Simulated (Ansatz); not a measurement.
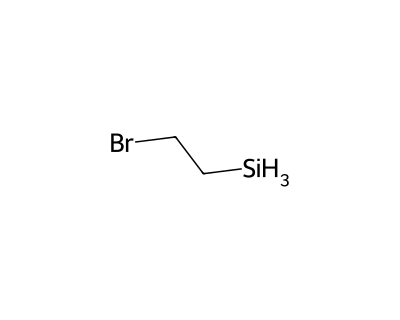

Structural formula above. The geometry was computed by an optimisation with PBE0-D4/def2-TZVP.

What does the molecule look like in three dimensions?

The molecule is C2H7BrSi. SMILES: `[SiH3]CCBr`. It has no ring. Among its groups: C–Br bond, Si–H bond. This geometry has Cs symmetry. Coordination: 1 Si tetrahedral; 2 C tetrahedral.

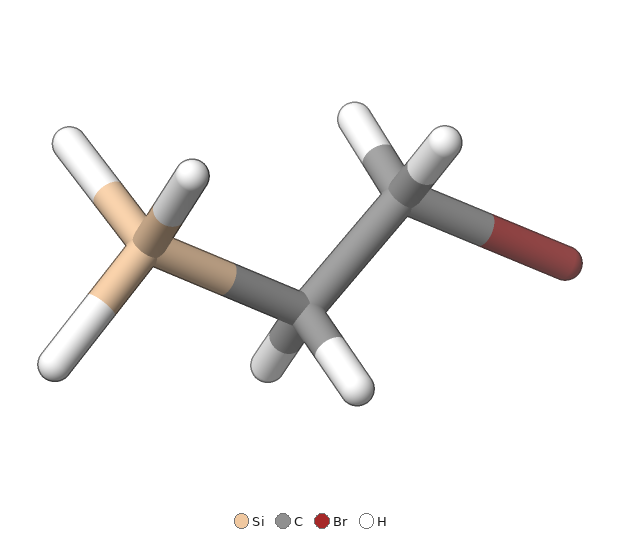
